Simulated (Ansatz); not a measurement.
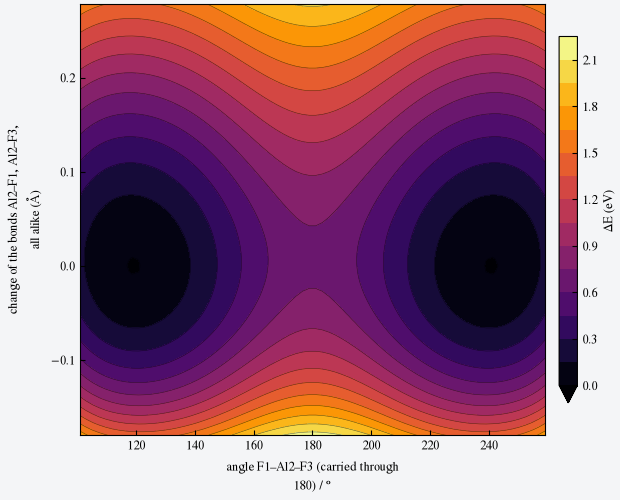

AlF2, SMILES [F][Al][F], spin multiplicity 2. The first coordinate is: angle F1–Al2–F3 (carried through 180); the second: change of the bonds Al2–F1, Al2–F3, all alike. Nothing is relaxed (all other coordinates rigid). The scan uses a 9 × 9 grid; 45 points were computed and 36 follow by symmetry. Points are written as (first, second). Energies are in eV, from the lowest grid point. Theory: UKS r2SCAN0-D4/def2-TZVP in Ansatz.

In the figure: filled contours. Between grid points the surface is interpolated.

The lowest grid point is at (120.6°, −0.008 Å); the map holds 2 wells of about this depth. It is the only kind of minimum in the scanned range. The highest grid point, (180.0°, −0.180 Å), lies 2.16 eV above the lowest. On the interpolated surface the easiest way out of the lowest well to a well of about the same depth near (239.4°, −0.008 Å) passes a barrier of about 0.72 eV.

The level of theory is changed to Ansatz, UKS PBE0-D4/def2-TZVP; with it change the reference geometry, relaxed at the new level; the new grid has 15 × 15 points, laid about the new relaxed structure.

What will the new map look like?

Answer. The lowest place stays at about (120°, 0.000 Å). The easiest pass out of the lowest well goes from about 0.72 to about 0.65 eV on the interpolated surfaces.

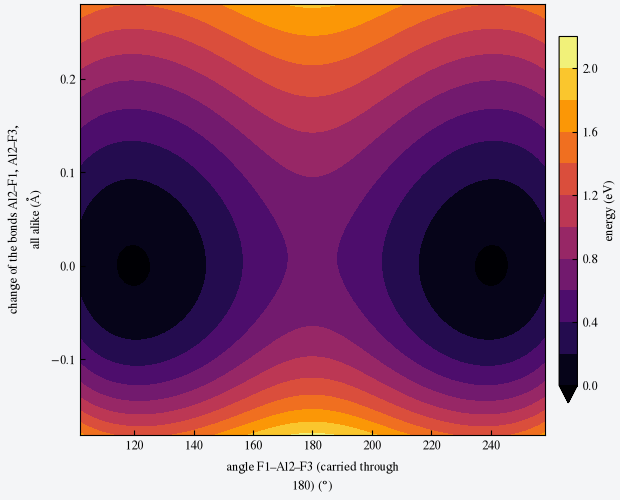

The map after the change, on a colour scale of its own. In the figure: filled contours. Between grid points the surface is interpolated.
